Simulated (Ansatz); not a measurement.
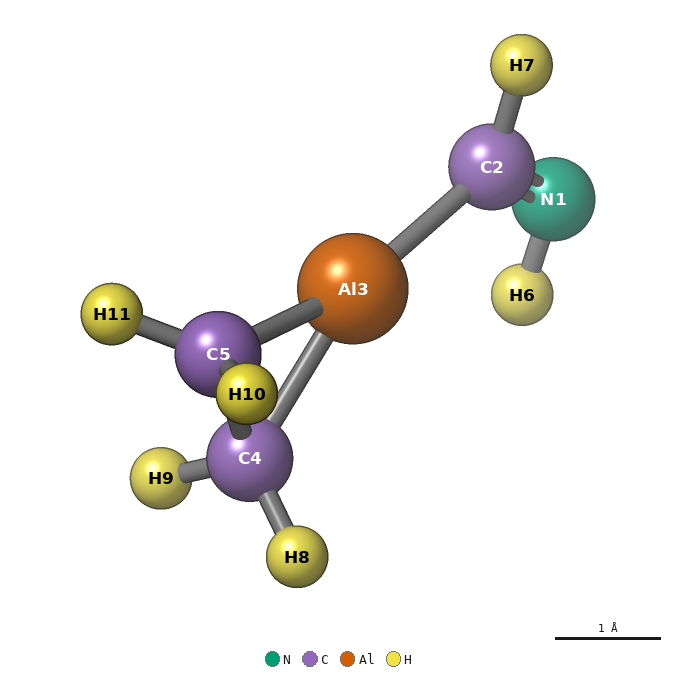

Orthographic view. Depth is shown by fading: the farther an atom, the more it takes the colour of the background. Computed geometry: PBE0-D4/def2-TZVP optimisation. No frequency run is at hand to confirm it as a minimum.

Write a Z-matrix (Å, degrees) in the order of the atom numbers, with these reference atoms: 2 to 1; 3 to 2, 1; 4 to 3, 2, 1; 5 to 4, 3, 2; 6 to 1, 2, 3; 7 to 2, 1, 6; 8 to 4, 5, 3; 9 to 4, 8, 5; 10 to 5, 4, 9; 11 to 5, 10, 4.

```
N  
C    1   1.274
Al   2   1.978   1   123.2
C    3   1.903   2   149.7   1     0.9
C    4   1.591   3    65.2   2  -179.8
H    1   1.023   2   111.9   3    -0.1
H    2   1.097   1   114.8   6   180.0
H    4   1.089   5   114.3   3   115.6
H    4   1.089   8   109.9   5  -130.4
H    5   1.089   4   114.7   9   127.7
H    5   1.089  10   110.0   4   130.7
```
